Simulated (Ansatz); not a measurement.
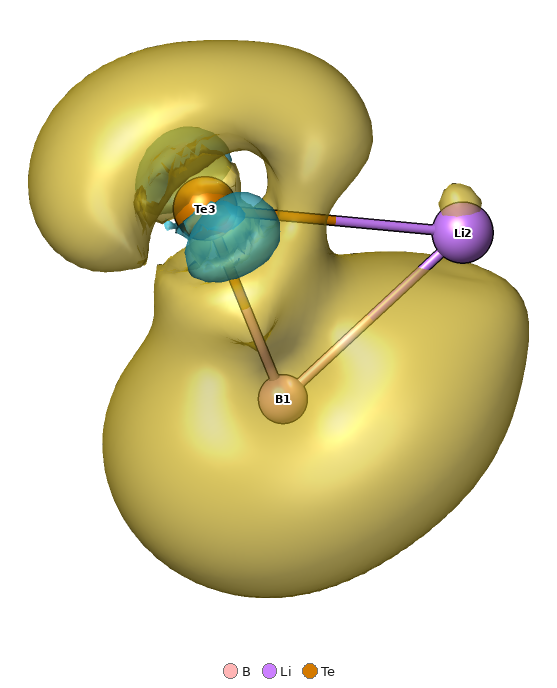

*BLiTe (SMILES [Li-]1[B]=[Te+]1) (triplet). Isosurfaces of the spin density (α minus β) at +0.015 (yellow) and −0.015 e/Å³ (cyan), seen at a tilt.*

Geometry: B3LYP-D3(BJ)/def2-SVP; core potentials replace the inner electrons of Te.

Theory: isolated molecule in a Gaussian basis; Kohn-Sham density functional theory, functional PBE0 in Ansatz 0.2.0.

```xyz
3

B    -1.0317   -0.6220    0.0278
Li    0.5675    0.3519   -1.2885
Te    0.4377    0.2659    1.2258
```

Where is the unpaired spin?

The unpaired spin (2 electrons) lies mostly on B1 (about 1.5), Te3 (about 0.4) and Li2 (about 0.2), in electrons by Hirshfeld's partition.
